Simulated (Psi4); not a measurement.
# CH3BN− (SMILES [BH3-]C#N), step by step

Wanted: a structure relaxation (PBE0-D4/6-31G**), then the harmonic vibrations, then a single-point energy (MP2/def2-TZVPP), then the vertical excitations (TDA-PBE0/6-31G**) of CH3BN−. 

Program for the calculation: Psi4 1.11.

## (1) The molecule

CH3BN− has 6 atoms, charge -1, and is taken as a singlet. As SMILES, `[BH3-]C#N`. The coordinates come from a GFN2-xTB relaxation. The run starts from this shape.

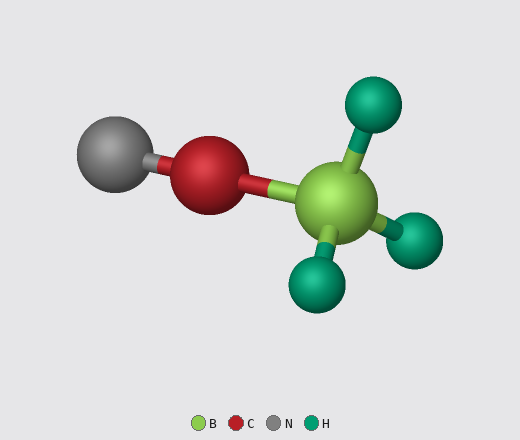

The structure, seen from a chosen angle (boron green, carbon red, nitrogen grey, hydrogen teal).

## (2) A structure relaxation at PBE0-D4/6-31G(d,p) (density fitting, Cartesian functions) (run 1)

job.dat

```
memory 1600 mb

molecule system {
  -1 1
  B     -0.274220     0.361640    -0.245060
  C      0.552190    -0.729680     0.493070
  N      1.168130    -1.542260     1.043470
  H     -1.344600    -0.122440    -0.588070
  H      0.356920     0.734400    -1.225380
  H     -0.458410     1.298330     0.521960
  units angstrom
  symmetry c1
}

set globals {
  basis        6-31G**
  geom_maxiter 60
}

E = optimize("pbe0-d4")
```

Started as:

```bash
$ psi4 -i job.dat -o job.out -n 1
```

job.out:

```text
[...]
  Running in c1 symmetry.
[...]
  Nuclear repulsion =   51.043412472214783
[...]
  Multiplicity = 1
[...]
  Nalpha       = 11
  Nbeta        = 11
[...]
    Number of basis functions: 60
[...]
   @DF-RKS iter   1:  -119.19884189633753   -6.47611e-01   9.64267e-03 DIIS/ADIIS
[...]
   @DF-RKS iter   6:  -119.39989184772597   -2.51532e-12   8.22002e-09 DIIS
[...]
    Orbital Energies [Eh]
    ---------------------
    Doubly Occupied:
       1A    -14.163178     2A    -10.033891     3A     -6.515562
       4A     -0.690923     5A     -0.359798     6A     -0.199225
       7A     -0.148997     8A     -0.148996     9A     -0.134385
      10A     -0.082843    11A     -0.082841
[...]
  @DF-RKS Final Energy:  -119.39989184772597
   => Energetics <=
    Nuclear Repulsion Energy =             50.4716768110299441
    One-Electron Energy =                -265.1096944899182404
    Two-Electron Energy =                 108.5375487196774600
    DFT Exchange-Correlation Energy =     -13.2967242181881566
    Empirical Dispersion Energy =          -0.0026986703269640
    VV10 Nonlocal Energy =                  0.0000000000000000
    Total Energy =                       -119.3998918477259679
[...]
 Multipole Moments:
 ------------------------------------------------------------------------------------
     Multipole            Electronic (a.u.)      Nuclear  (a.u.)        Total (a.u.)
 ------------------------------------------------------------------------------------
 L = 1.  Multiply by 2.5417464519 to convert [e a0] to [Debye]
 Dipole X            :          2.3055418           -1.9866167            0.3189250
 Dipole Y            :         -3.0451388            2.6238626           -0.4212762
 Dipole Z            :          2.0592406           -1.7743982            0.2848424
 Magnitude           :                                                    0.6002683
[...]
  -Total Gradient:
     Atom            X                  Y                   Z
    ------   -----------------  -----------------  -----------------
       1        0.000028802118    -0.000033907677     0.000025778189
       2        0.000026679433    -0.000046120896     0.000020777734
       3       -0.000037063054     0.000055088742    -0.000031543231
       4       -0.000007187009     0.000005898228    -0.000004731527
       5       -0.000003777484     0.000008235996    -0.000005977659
       6       -0.000004561704     0.000008092302    -0.000002307998
[...]
    Final optimized geometry and variables:
    Molecular point group: c1
    Full point group: C1
    Geometry (in Angstrom), charge = -1, multiplicity = 1:
    B           -0.748232664027     0.988208168958    -0.668316819927
    C            0.093964120934    -0.124169977285     0.083909999120
    N            0.714881359562    -0.944107936642     0.638540479052
    H           -1.823012623596     0.506637948300    -1.014501823418
    H           -0.119210586811     1.364891942835    -1.652870119401
    H           -0.935840007097     1.929692958635     0.096741583609
    Psi4 run time: 0:00:13.60
[...]
```

Standard output:

```text
Optimizer: Optimization complete!
```

Run time: 15 s. Hardware: 1 thread of Intel Xeon Platinum 8488C (Sapphire Rapids), shared host; peak memory 0.44 GiB.

The path in brief:

```
step  energy from the first frame kept (eV)  largest force (eV/Å)
   0                                 0.0000                1.2590
   1                                -0.0166                0.1111
   2                                -0.0168                0.0393
   3                                -0.0169                0.0038
```

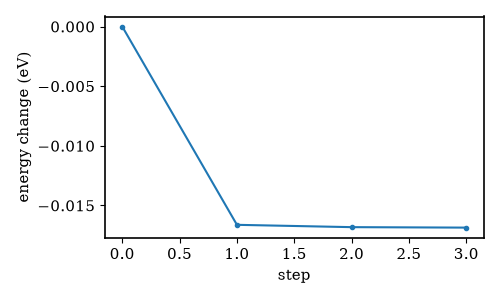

Energy along the run.

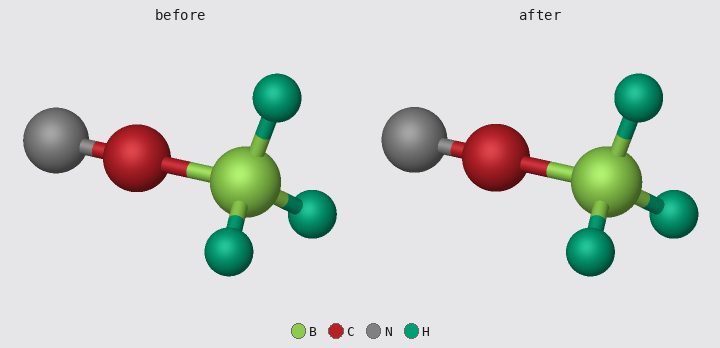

Before and after, at one scale.

After the run. Bond lengths: B1–C2 1.585 Å, C2–N3 1.169 Å, B1–H4 1.228 Å, B1–H5 1.228 Å, B1–H6 1.228 Å. Angles: B1–C2–N3 180.0°, C2–B1–H4 108.9°, C2–B1–H5 108.9°, C2–B1–H6 108.9°, H4–B1–H5 110.0°, H4–B1–H6 110.0°, H5–B1–H6 110.0°.

## (3) Vibrational wavenumbers at PBE0-D4/6-31G(d,p) (density fitting, Cartesian functions) (run 2)

ch3bn.inp

```
memory 1600 mb

molecule {
  -1 1
  B     -0.285964     0.377608    -0.255460
  C      0.556233    -0.734770     0.496767
  N      1.177150    -1.554708     1.051398
  H     -1.360744    -0.103962    -0.601645
  H      0.343058     0.754292    -1.240013
  H     -0.473572     1.319093     0.509599
}

set t 400.0
set rotational_symmetry_number 3

e, wfn = frequencies("pbe0-d4/6-31G**", return_wfn=True)
```

Started as:

```bash
$ psi4 ch3bn.inp ch3bn.out -n 1
```

ch3bn.out:

```text
[...]
  Running in c1 symmetry.
[...]
  Nuclear repulsion =   50.471671622141919
[...]
  Multiplicity = 1
[...]
  Nalpha       = 11
  Nbeta        = 11
[...]
    Number of basis functions: 60
[...]
   @DF-RKS iter   1:  -119.20587117645017   -6.93172e-01   9.51903e-03 ADIIS/DIIS
[...]
   @DF-RKS iter  10:  -119.39988991566335   -9.37916e-13   2.88610e-09 DIIS
[...]
    Orbital Energies [Eh]
    ---------------------
    Doubly Occupied:
       1A    -14.163134     2A    -10.033849     3A     -6.515250
       4A     -0.690882     5A     -0.359805     6A     -0.199269
       7A     -0.149005     8A     -0.148947     9A     -0.134375
      10A     -0.082878    11A     -0.082797
[...]
  @DF-RKS Final Energy:  -119.39988991566335
   => Energetics <=
    Nuclear Repulsion Energy =             50.4781467126030350
    One-Electron Energy =                -265.1231618416481979
    Two-Electron Energy =                 108.5450691305238564
    DFT Exchange-Correlation Energy =     -13.2972457929723848
    Empirical Dispersion Energy =          -0.0026981241696554
    VV10 Nonlocal Energy =                  0.0000000000000000
    Total Energy =                       -119.3998899156633513
[...]
 Multipole Moments:
 ------------------------------------------------------------------------------------
     Multipole            Electronic (a.u.)      Nuclear  (a.u.)        Total (a.u.)
 ------------------------------------------------------------------------------------
 L = 1.  Multiply by 2.5417464519 to convert [e a0] to [Debye]
 Dipole X            :          2.3058086           -1.9866175            0.3191911
 Dipole Y            :         -3.0440281            2.6238630           -0.4201651
 Dipole Z            :          2.0588552           -1.7743980            0.2844572
 Magnitude           :                                                    0.5994477
[...]
  -Total Gradient:
     Atom            X                  Y                   Z
    ------   -----------------  -----------------  -----------------
       1        0.000196850008     0.000366587266    -0.000109849949
       2        0.000054310124    -0.000072564585    -0.000048405482
       3       -0.000042891233     0.000062795281    -0.000019518306
       4       -0.000016028988     0.000015177842     0.000030697471
       5       -0.000261961974    -0.000105063087     0.000528332429
       6        0.000070221266    -0.000269167580    -0.000379358597
[...]
  ==> Harmonic Vibrational Analysis <==
[...]
  Freq [cm^-1]                 369.0102            369.5635            753.5432
[...]
  IR activ [km/mol]            14.9111             14.9285              3.3809
[...]
  Freq [cm^-1]                 882.6259            882.7769           1152.9011
[...]
  IR activ [km/mol]             1.4783              1.4819             62.1579
[...]
  Freq [cm^-1]                1177.6413           1177.9197           2295.3798
[...]
  IR activ [km/mol]             5.2334              5.2343             78.3749
[...]
  Freq [cm^-1]                2373.8273           2407.1391           2407.1747
[...]
  IR activ [km/mol]            125.0992            279.1266            279.1709
[...]
  Total E_0, Enthalpy at 0 [K]                                                         -119.36287259 [Eh]
[...]
  Total H, Enthalpy at  400.00 [K]                                                     -119.35574690 [Eh]
[...]
  Total G, Gibbs energy at  400.00 [K]                                                 -119.39597234 [Eh]
[...]
```

The script printed:

```text
Warning: used thermodynamics relations inappropriate for low-frequency modes: ['369.0102' '369.5635']
```

Run time: 1.7 min. Hardware: 1 thread of Intel Xeon Platinum 8488C (Sapphire Rapids), shared host; peak memory 0.44 GiB.

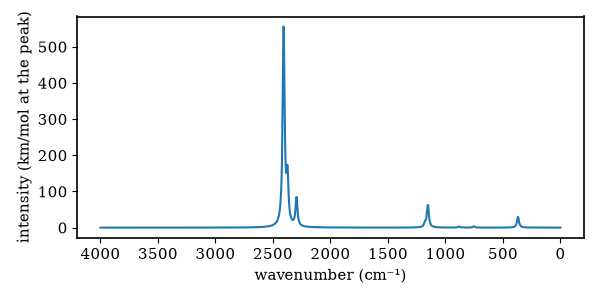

Harmonic infrared spectrum, unscaled, lines broadened by 10 cm⁻¹.

## (4) A single-point energy at MP2/def2-TZVPP (density fitting, density fitting for correlation) (run 3)

Edit ch3bn.inp of step 3 so:

```diff
@@ -10,7 +10,9 @@
   H     -0.473572     1.319093     0.509599
+  units angstrom
 }
 
-set t 400.0
-set rotational_symmetry_number 3
+set basis def2-TZVPP
+set num_frozen_docc 3
 
-e, wfn = frequencies("pbe0-d4/6-31G**", return_wfn=True)
+result, w = energy('mp2', return_wfn=True)
+print_variables()
```

Started as:

```bash
$ psi4 -i ch3bn.inp -o ch3bn.out -n 1
```

ch3bn.out:

```text
[...]
  Running in c1 symmetry.
[...]
  Nuclear repulsion =   50.471671622141919
[...]
  Multiplicity = 1
[...]
  Nalpha       = 11
  Nbeta        = 11
[...]
    Number of basis functions: 135
[...]
   @DF-RHF iter   1:  -118.71416100661047   -1.23490e+00   2.97683e-03 ADIIS/DIIS
[...]
   @DF-RHF iter  10:  -118.81996104678768   -4.28599e-11   8.55906e-09 DIIS
[...]
    Orbital Energies [Eh]
    ---------------------
    Doubly Occupied:
       1A    -15.351093     2A    -11.047760     3A     -7.346113
       4A     -0.995258     5A     -0.576369     6A     -0.386269
       7A     -0.309059     8A     -0.293726     9A     -0.293725
      10A     -0.216978    11A     -0.216976
[...]
  @DF-RHF Final Energy:  -118.81996104678768
   => Energetics <=
    Nuclear Repulsion Energy =             50.4716716221419190
    One-Electron Energy =                -264.5166167900243295
    Two-Electron Energy =                  95.2249841210947352
    Total Energy =                       -118.8199610467876823
[...]
 Multipole Moments:
 ------------------------------------------------------------------------------------
     Multipole            Electronic (a.u.)      Nuclear  (a.u.)        Total (a.u.)
 ------------------------------------------------------------------------------------
 L = 1.  Multiply by 2.5417464519 to convert [e a0] to [Debye]
 Dipole X            :          2.2700451           -1.9866175            0.2834276
 Dipole Y            :         -2.9982679            2.6238630           -0.3744049
 Dipole Z            :          2.0275295           -1.7743980            0.2531315
 Magnitude           :                                                    0.5334659
[...]
```

It took 2.1 s on 1 thread of Intel Xeon Platinum 8488C (Sapphire Rapids), shared host; peak memory 0.24 GiB.

## (5) The vertical excitations at TDA-PBE0/6-31G(d,p) (density fitting, Cartesian functions, save jk yes) (run 4)

job.inp

```
memory 1.6 GB

molecule m {
  -1 1
  B     -0.285964     0.377608    -0.255460
  C      0.556233    -0.734770     0.496767
  N      1.177150    -1.554708     1.051398
  H     -1.360744    -0.103962    -0.601645
  H      0.343058     0.754292    -1.240013
  H     -0.473572     1.319093     0.509599
  units angstrom
}

set {
  basis     6-31G**
  reference rks
  save_jk   true
}

from psi4.driver.procrouting.response.scf_response import tdscf_excitations
energy_value, wavefunction = energy('pbe0', return_wfn=True)
states = tdscf_excitations(wavefunction, states=4, tda=True)
```

Started as:

```bash
$ psi4 job.inp job.out -n 1
```

job.out:

```text
[...]
  Running in c1 symmetry.
[...]
  Nuclear repulsion =   50.471671622141919
[...]
  Multiplicity = 1
[...]
  Nalpha       = 11
  Nbeta        = 11
[...]
    Number of basis functions: 60
[...]
   @DF-RKS iter   1:  -119.20317250617055   -6.93172e-01   9.51903e-03 ADIIS/DIIS
[...]
   @DF-RKS iter   8:  -119.39719301186415   -1.90600e-08   2.35127e-07 DIIS
[...]
    Orbital Energies [Eh]
    ---------------------
    Doubly Occupied:
       1A    -14.163178     2A    -10.033892     3A     -6.515562
       4A     -0.690923     5A     -0.359798     6A     -0.199225
       7A     -0.148997     8A     -0.148996     9A     -0.134385
      10A     -0.082843    11A     -0.082841
[...]
  @DF-RKS Final Energy:  -119.39719301186415
   => Energetics <=
    Nuclear Repulsion Energy =             50.4716716221419190
    One-Electron Energy =                -265.1096873468837316
    Two-Electron Energy =                 108.5375461857912285
    DFT Exchange-Correlation Energy =     -13.2967234729135590
    Empirical Dispersion Energy =           0.0000000000000000
    VV10 Nonlocal Energy =                  0.0000000000000000
    Total Energy =                       -119.3971930118641467
[...]
 Multipole Moments:
 ------------------------------------------------------------------------------------
     Multipole            Electronic (a.u.)      Nuclear  (a.u.)        Total (a.u.)
 ------------------------------------------------------------------------------------
 L = 1.  Multiply by 2.5417464519 to convert [e a0] to [Debye]
 Dipole X            :          2.3055442           -1.9866175            0.3189267
 Dipole Y            :         -3.0451394            2.6238630           -0.4212764
 Dipole Z            :          2.0592383           -1.7743980            0.2848403
 Magnitude           :                                                    0.6002683
[...]
**********                               WARNING                                **********
**********       The names of excited state variables changed between 1.5       **********
[...]
**********                               WARNING                                **********
**********  Length-gauge rotatory strengths are **NOT** gauge-origin invariant  **********
[...]
                                    Excitation Energy         Total Energy        Oscillator Strength             Rotatory Strength
[...]
Excited State    1 (1 A):   0.27518 au   165.58 nm f = 0.0000
[...]
Excited State    2 (1 A):   0.28847 au   157.95 nm f = 0.0164
[...]
Excited State    3 (1 A):   0.28847 au   157.95 nm f = 0.0164
[...]
Excited State    4 (1 A):   0.33620 au   135.52 nm f = 0.0028
[...]
**********                               WARNING                                **********
**********       The names of excited state variables changed between 1.5       **********
[...]
```

It took 8.4 s on 1 thread of Intel Xeon Platinum 8488C (Sapphire Rapids), shared host; peak memory 0.41 GiB.

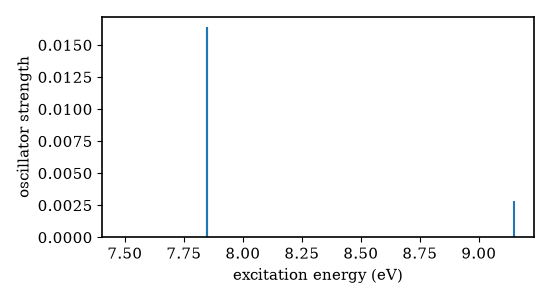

Vertical excitations as sticks.

The roots found:

```
excited state  energy (eV)  strength  label
            1        7.488    0.0000    A 1
            2        7.850    0.0164    A 1
            3        7.850    0.0164    A 1
            4        9.149    0.0028    A 1
```

## (6) Results

| quantity | value |
| --- | --- |
| run 1, PBE0-D4/6-31G**: total energy at the end | -119.39989 Eh |
| run 1, PBE0-D4/6-31G**: HOMO energy | -2.25 eV |
| run 1, PBE0-D4/6-31G**: LUMO energy | 7.33 eV |
| run 1, PBE0-D4/6-31G**: HOMO–LUMO gap (to an unbound level, set by the basis) | 9.59 eV |
| run 1, PBE0-D4/6-31G**: dispersion energy | -7.09 kJ/mol |
| run 2, PBE0-D4/6-31G**: lowest harmonic wavenumber | 369 cm⁻¹ |
| run 2, PBE0-D4/6-31G**: highest harmonic wavenumber | 2407 cm⁻¹ |
| run 2, PBE0-D4/6-31G**: zero-point energy | 97.2 kJ/mol |
| run 2, PBE0-D4/6-31G**: ideal-gas entropy at 400 K (symmetry number 3 as used) | 63.1 cal/(mol K) |
| run 3, MP2/def2-TZVPP: total energy | -119.30113 Eh |
| run 3, MP2/def2-TZVPP: HOMO energy (Hartree–Fock orbitals) | -5.90 eV |
| run 3, MP2/def2-TZVPP: LUMO energy (Hartree–Fock orbitals) | 7.76 eV |
| run 3, MP2/def2-TZVPP: HOMO–LUMO gap (to an unbound level, set by the basis) | 13.66 eV |
| run 3, MP2/def2-TZVPP: correlation energy (3 core orbitals frozen) | -481.2 mEh |
| run 4, TDA-PBE0/6-31G**: ground-state or mean-field energy | -119.39719 Eh |
| run 4, TDA-PBE0/6-31G**: HOMO energy (PBE0 Kohn–Sham orbitals) | -2.25 eV |
| run 4, TDA-PBE0/6-31G**: LUMO energy (PBE0 Kohn–Sham orbitals) | 7.33 eV |
| run 4, TDA-PBE0/6-31G**: HOMO–LUMO gap (to an unbound level, set by the basis) | 9.59 eV |
| run 4, TDA-PBE0/6-31G**: lowest excitation energy | 7.49 eV |

**Reading.** The optimisation (run 1, PBE0-D4/6-31G**) took 4 steps and changed the energy by -0.017 eV. All 12 modes (run 2, PBE0-D4/6-31G**) are real, so the shape is a minimum at this level. The brightest of the 4 transitions from the ground state lies at 7.85 eV (158 nm, f = 0.033, degenerate roots summed); the lowest, at 7.49 eV, has f = 0.000. For an anion, states without diffuse functions may be basis-held continuum. Roots above 2.3 eV lie over the negative of the HOMO energy, where those of Rydberg kind are poorly described; valence roots are less touched.
